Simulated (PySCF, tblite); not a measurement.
**C4H9AlO: geometry, infrared bands and NMR shifts**

Wanted: the infrared bands and NMR shifts of C4H9AlO (`CC/C=C\[O][AlH2]`), by calculation.

The runs use tblite 0.8.0 and PySCF 2.14.0, with density-fitted response routines of our own; the level of theory stands in each step. All values are computed, except where a source is named. Atoms count from 0, in the outputs and in this text.

**1. The starting structure**

15 atoms, charge 0, multiplicity 1; geometry from: force field or distance geometry start.

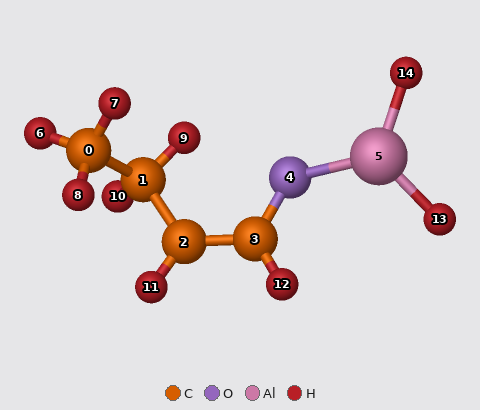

The starting geometry (carbon orange, oxygen purple, aluminium pink, hydrogen red), atoms numbered; sticks join atoms by distance.

**2. Optimising the geometry with GFN2-xTB**

Job settings and geometry (Å):

```
{"job": {"kind": "relax", "xc": "GFN2-xTB", "basis": "xTB"}, "charge": 0, "multiplicity": 1}
C     -2.319200     0.226200     0.119200
C     -1.246300     0.045400    -0.950900
C     -0.317800    -1.074900    -0.518200
C      0.972400    -0.855800    -0.338800
O      1.435700     0.425900    -0.530200
Al     3.001200     0.904500     0.327900
H     -3.256300     0.506800    -0.398400
H     -1.973900     1.041600     0.804600
H     -2.378800    -0.736800     0.659900
H     -0.616300     0.950200    -0.986700
H     -1.668500    -0.145800    -1.942800
H     -0.789800    -2.041000    -0.385100
H      1.594500    -1.687100    -0.018400
H      4.291300    -0.037100     0.040100
H      3.267400     2.485900     0.590200
```

Launch:

```sh
$ OMP_NUM_THREADS=1 python probes_run.py task.json out
```

This one command runs all jobs of the session in turn.

**Question.** This job is followed by: GFN2-xTB harmonic vibrations, gas phase; GIAO PBE0/pcSseg-1 NMR shielding, non-relativistic, gas phase. What will the session give for the following? strongest single infrared mode (GFN2-xTB); zero-point energy (GFN2-xTB); ¹³C shifts against TMS (PBE0/pcSseg-1); ¹H shifts against TMS (PBE0/pcSseg-1, means over atoms taken as alike); ¹⁷O shifts against H2O (PBE0/pcSseg-1); ²⁷Al shifts against AlH4- (PBE0/pcSseg-1); surface potential, least and greatest.

**Answer**, as computed:

| quantity | value |
| --- | --- |
| strongest single infrared mode (GFN2-xTB) | 1832 cm⁻¹, 386 km/mol |
| zero-point energy (GFN2-xTB) | 71.7 kcal/mol |
| ¹³C shifts against TMS (PBE0/pcSseg-1) | 147.4, 121.7, 23.2, 16.9 ppm |
| ¹H shifts against TMS (PBE0/pcSseg-1, means over atoms taken as alike) | 6.86, 4.88, 4.56, 2.35, 1.07 ppm |
| ¹⁷O shifts against H2O (PBE0/pcSseg-1) | 151.2 ppm |
| ²⁷Al shifts against AlH4- (PBE0/pcSseg-1) | 95.4 ppm |
| surface potential, least and greatest | -0.64 V and 2.85 V |

**Reading.** The optimisation took 81 steps and gained 1.436 eV; among the close pairs (by a distance rule), O4–Al5 changed most, from 1.848 to 1.648 Å. No mode is imaginary among the 39: a minimum at this level. The strongest single mode, at 1832 cm⁻¹, moves mainly H14. GFN2-xTB is a fitted tight-binding method: band positions and strengths are rough. Its intensities can rank the bands wrongly. C3 (alkene carbon bearing oxygen) lies farthest downfield among carbon, at 147.4 ppm; an sp2 carbon further deshielded by the attached heteroatom. H12 (hydrogen on an alkene carbon bearing oxygen) lies farthest downfield among hydrogen, at 6.86 ppm; attached to an sp2 carbon and in the plane of the double bond. At PBE0/pcSseg-1: The largest span, 272 ppm, is at O4, where the paramagnetic term is -214 ppm. By nearest atom (PBE0/pcSseg-1), the HOMO sits on C2 35 %; C3 26 % and the LUMO on Al5 44 %; H13, H14 about 18 % each.
